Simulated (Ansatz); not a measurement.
# Re (P6_3/mmc): a Bloch–Grüneisen fit of the computed resistivity

Can the computed ρ(T) of Re (P6_3/mmc) be held by the Bloch–Grüneisen form, and does the fit predict a row it has not seen?

The resistivities were computed with Ansatz 0.2.0 (DFT PBE, scalar-relativistic, plane waves, PAW) from the linearised Boltzmann equation with harmonic phonons, on q 6×6×3, k 18×18×9, scattering 24×24×12; the fit below is done by hand on them.

Experimental background.

“CRC Handbook of Chemistry and Physics, 84th edition, Electrical Resistivity of Pure Metals” (2003, CRC Press, section 12, read from Wikipedia's data page) quotes from earlier work for Re (bulk crystal): resistivity at 273 K 17.2 μΩ cm.

### 1. The data

The structure is hexagonal, space group P6_3/mmc (No. 194). The conventional cell has a = 2.773 Å, b = 2.773 Å, c = 4.489 Å, α = 90.00°, β = 90.00°, γ = 120.00°. Re on site c is surrounded by 12 Re at 2.76 to 2.77 Å.

This is the relaxed cell of the run, from steps not shown here.

The mean resistivity of the three axes from 50 to 800 K, with one row held back; the colder rows stay outside the fit and test it at the end:

```csv
T (K),ρ (μΩ cm)
50,0.7443
80,2.341
100,3.507
150,6.333
200,9.023
273,?
300,14.24
400,19.43
500,24.66
600,29.94
800,40.57
```

No spin–orbit coupling, which matters for Re.

### 2. The fit

Bloch and Grüneisen's form is ρ(T) = A (T/Θ)⁵ J₅(Θ/T), with J₅(z) the integral of x⁵/((eˣ − 1)(1 − e⁻ˣ)) from 0 to z. It goes as T⁵ far below Θ and as A T/(4Θ) far above. For a trial Θ the best A is the geometric mean of ρ/[(T/Θ)⁵ J₅] over the rows, and the scatter of that ratio measures the fit:

```csv
Θ (K),A (μΩ cm),scatter (%)
156,26.86,21.6
208,38.34,11.6
234,44.85,6.1
260,51.96,0.9
286,59.74,6.0
324,72.45,15.1
390,98.93,31.3
```

The scatter is least at Θ = 260 K, with A = 51.96 μΩ cm (0.9 % r.m.s.).

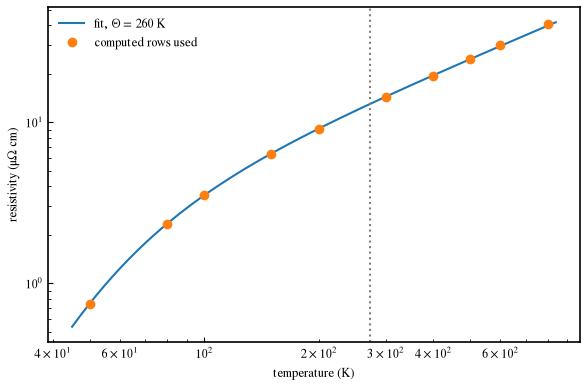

The fit through the rows used; the dotted line marks the temperature held back.

### 3. Prediction and check

At T = 273 K, Θ/T = 0.952, J₅ = 0.1957 and (T/Θ)⁵ = 1.276, so the fit gives 12.97 μΩ cm. The computed value is 12.84 μΩ cm: the fit is off by +1.02 %. Outside its range, at 20 K, it gives 0.0172 against 0.0168 μΩ cm computed, 1.03 times that; at that temperature the run's own test moves by 18 % between meshes in the component that moves most. Among the rows used, the largest miss is -2.1 %, at 800 K.

### 4. What the two numbers mean

Θ = 260 K is 1.55 times ħω_log/k_B (167 K) and 0.90 of the highest phonon frequency (290 K). The high-temperature slope of the fit, A/(4Θ), is 0.0500 μΩ cm/K. The same slope from the run's transport coupling and plasma energy, 2π k_B λ_tr/(ħ ε₀ ω_p²) with λ_tr = 0.650, 0.650, 0.749 (xx, yy, zz) and ħω_p = 6.90, 6.90, 8.59 (xx, yy, zz) eV, is 0.0503 μΩ cm/K in the mean of the axes, +0.7 % from it. For comparison, the computed rows rise by 0.0531 μΩ cm/K between the two hottest.

### 5. Results

```json
{
 "Θ": "260 K",
 "A": "51.96 μΩ cm",
 "scatter of the fit": "0.9 %",
 "held-back row at 273 K, fit against computed": "12.97 against 12.84 μΩ cm"
}
```

Two numbers, Θ = 260 K and A = 52.0 μΩ cm, hold the computed ρ(T) from 50 to 800 K within 0.88 % r.m.s. and predict the held-back row within 1.02 %. By the run's own test the resistivity at 300 K moves by 6 % between its two finest scattering meshes, in the component that moves most. The mean hides an anisotropy: at 300 K the components are 15.8, 15.8, 11.2 (xx, yy, zz) μΩ cm. Spin–orbit coupling is left out. The fit describes the calculation: impurities, thermal expansion, changes of phase and anharmonicity are in neither.

Calculation against experiment:

| quantity | measured | q 6×6×3, fine 24×24×12 |
| --- | --- | --- |
| resistivity at 273 K (computed: phonon part alone; the measured value holds the sample's residual resistivity) (μΩ cm) | 17.2 | 12.84 (-25.3 %) |

Measured values from CRC Press, section 12, read from Wikipedia's data page (2003).

Verdict: The resistivity at 273 K is off by -25.3 %: a clear miss.

[Logs are printed without paths, hosts, clocks, repeated set-up lines and the standing remarks that a program may print on its own settings, such as how far it seeks lower states.]

[Hosts, paths, dates, database ids (printed as entryN), source tags and the programs' standing remarks are cut or masked in the printed files.]
